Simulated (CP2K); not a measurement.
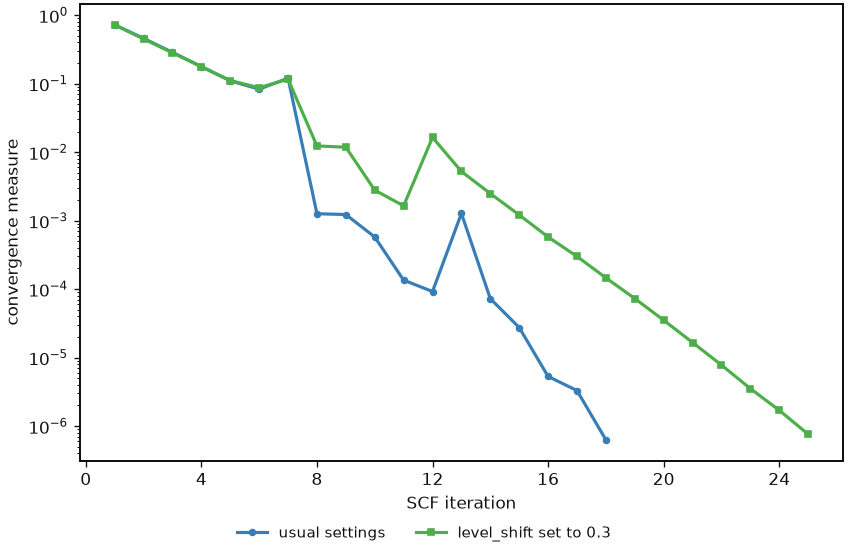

Two SCF runs that differ in one setting.
- system: C3H3NS (SMILES c1cscn1)
- method: RHF MNDO (CP2K 2026.2)

Which runs converged, and in how many iterations?

“usual settings” converged in 18 iterations. “level_shift set to 0.3” converged in 25 iterations. A level shift pushes the empty orbitals up, which shortens each step: safer, but slower. Both end at the same energy within 1 meV.
